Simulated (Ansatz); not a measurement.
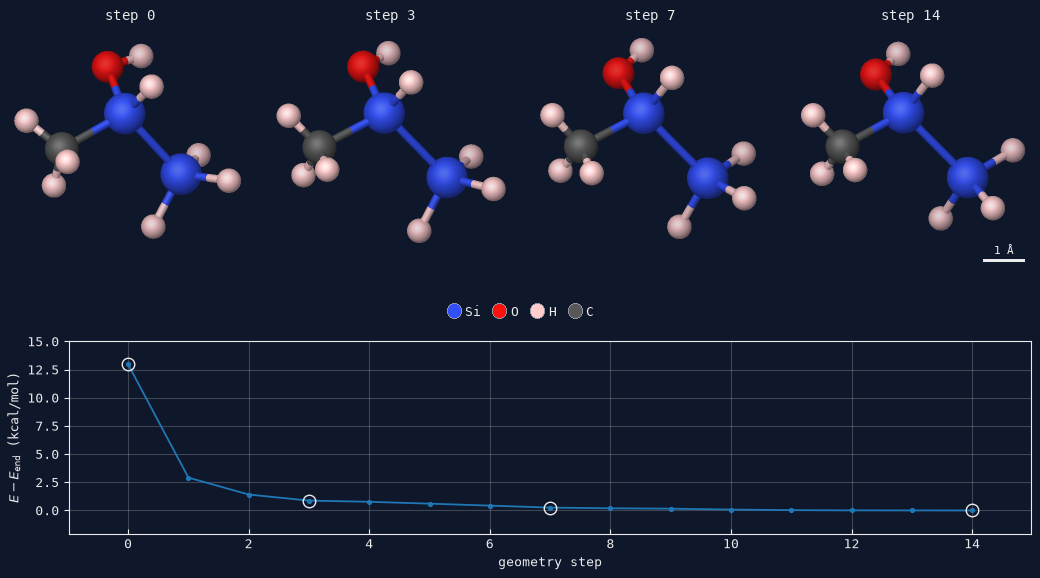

Frames of a relaxation of CH$_{8}$OSi$_{2}$, marked on the history of the run. Style: ball-and-stick. Shown at a tilt.

The run prepares the start of a later molecular dynamics calculation, from a guessed geometry.

All numbers below come from RKS B3LYP-D4/6-31G in Ansatz.

Input
```yaml
crystal:
  periodic: [false, false, false]
  atoms:
    - { symbol: Si, position_ang: [0.0, 0.0, 0.0] }
    - { symbol: O, position_ang: [0.0, 0.0, 1.68] }
    - { symbol: H, position_ang: [-0.9095, -0.2814, 2.0171] }
    - { symbol: C, position_ang: [1.7634, 0.0, -0.6227] }
    - { symbol: H, position_ang: [2.1111, -1.0463, -0.7509] }
    - { symbol: H, position_ang: [1.8119, 0.5276, -1.5981] }
    - { symbol: H, position_ang: [2.4154, 0.5187, 0.1108] }
    - { symbol: H, position_ang: [-0.6877, 1.1914, -0.4862] }
    - { symbol: Si, position_ang: [-1.0456, -1.8115, -0.7393] }
    - { symbol: H, position_ang: [-1.7029, -2.4846, 0.3772] }
    - { symbol: H, position_ang: [-2.0454, -1.4265, -1.7311] }
    - { symbol: H, position_ang: [-0.0777, -2.7173, -1.3511] }
basis:
  gaussian: { orbitals: "6-31G" }
hamiltonian:
  xc: b3lyp
  dispersion: d4
relax:
  f_tol: 0.02
  max_steps: 40
output:
  orbitals: {}
```

Run as
```bash
ansatz run input.yaml --threads 1 --pin off --max-ram 2048MiB --backend cpu --events-out ev --progress --plain --runs-dir out
```

Describe the path.

The energy falls by 13.0 kcal/mol in 14 geometry steps. Largest force component: 2.5 eV/Å at the start, 0.019 eV/Å at the end. The atom that moves furthest after the best rigid fit is H10 (1.02 Å). Largest moves by element: H 1.02 Å, O 0.41 Å, Si 0.18 Å, C 0.16 Å. Among the contacts that change: Si1–Si9 2.218 → 2.374 Å, Si1–O2 1.680 → 1.744 Å, Si1–H8 1.459 → 1.514 Å, Si9–H12 1.460 → 1.504 Å. Among the angles between lasting bonds that change: Si1–O2–H3 109.5° → 122.9°, O2–Si1–C4 109.4° → 104.7°, C4–Si1–Si9 109.5° → 112.1°. Groups turn about Si1–Si9 by about 45°, Si1–C4 by about 30°. From step 0 to 3: H atoms move most (0.38 Å), energy −12.1 kcal/mol. From step 3 to 7: H10 moves most (0.39 Å), energy −0.62 kcal/mol. From step 7 to 14: H atoms move most (0.38 Å), energy −0.25 kcal/mol.

| step | E − E(0), kcal/mol | largest force component, eV/Å |
| --- | --- | --- |
| 0 | 0.00 | 2.4632 |
| 1 | -10.05 | 1.0220 |
| 2 | -11.55 | 0.2450 |
| 3 | -12.09 | 0.2234 |
| 4 | -12.20 | 0.1486 |
| 5 | -12.36 | 0.2833 |
| 6 | -12.54 | 0.1379 |
| 7 | -12.72 | 0.0835 |
| 8 | -12.77 | 0.1753 |
| 9 | -12.81 | 0.2112 |
| 10 | -12.89 | 0.1166 |
| 11 | -12.94 | 0.0230 |
| 12 | -12.96 | 0.0447 |
| 13 | -12.96 | 0.0369 |
| 14 | -12.97 | 0.0191 |
